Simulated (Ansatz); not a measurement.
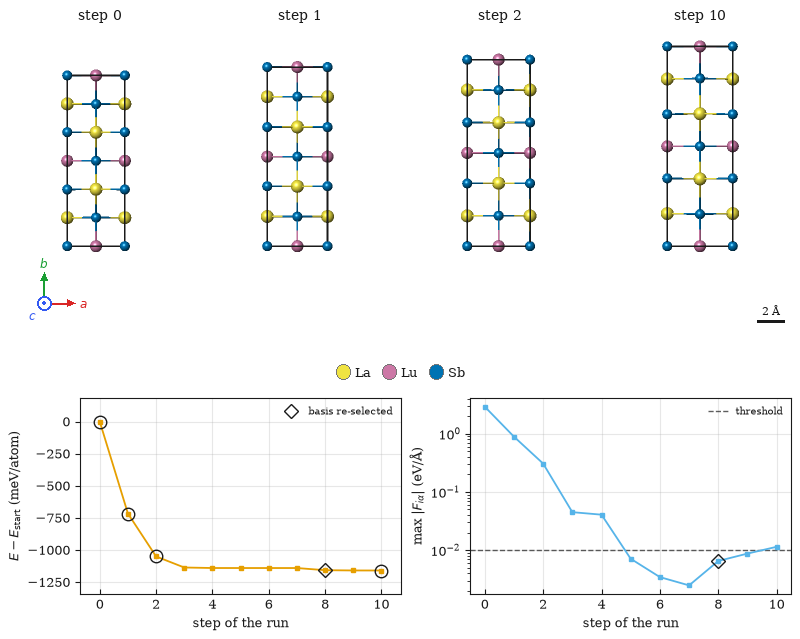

Frames of a relaxation of solid La2LuSb3 (built on the Cu2GeS3-44 type type), marked on the history of the run. The picture is a ball-and-stick view of the conventional cell (2 times the calculation's cell), seen along the c axis. Lengths and directions refer to the drawn axes.

All numbers below come from DFT, PBEsol, plane waves, PAW (Ansatz). Set-up: plane-wave cutoff 420 eV; k-point mesh 6 × 6 × 6; occupations fermi dirac; smearing width 0.03 eV; no spin polarisation; cell and atoms relaxed; force threshold 0.01 eV/Å; at most 120 steps.

Q: Describe the path.

A: The run was cut off at its time limit before the relaxation converged, so the last structure is only a point on the way. A Sb atom moves most relative to the cell: 0.19 Å along −c. Largest moves by element: Sb 0.19 Å, Lu 0.14 Å, La 0.09 Å. Cell: a 4.370 → 4.970 Å (+13.7 %), b 12.961 → 15.161 Å (+17.0 %), c 6.149 → 6.913 Å (+12.4 %). Volume +49.5 %. Among the contacts that change: La–Sb 2.651 → 3.107 Å, La–Sb 2.684 → 3.122 Å, Lu–Sb 2.579 → 2.911 Å, Lu–Sb 2.750 → 2.927 Å. Among the angles between lasting bonds that change: Sb–Lu–Sb 105.2° → 116.2°, Lu–Sb–Lu 105.2° → 116.2°, Sb–La–Sb 111.0° → 106.2°. The space group stays Imm2 (No. 44). The energy falls by 1159 meV per atom in 9 accepted moves (10 points after the start). The largest force component goes from 2.9 to 0.011 eV/Å. The pressure goes from 33.16 to −0.03 GPa. At 1 point the geometry stayed and the basis and grid were re-selected for the new cell (energy shift of 16.8 meV per atom at most each time). From step 0 to 1: a Sb atom moves most (0.12 Å), volume +14.9 %, energy −716 meV per atom. From step 1 to 2: a Sb atom moves most (0.07 Å), volume +13.6 %, energy −334 meV per atom. From step 2 to 10: Sb atoms move most (0.05 Å), volume +14.6 %, energy −109 meV per atom.
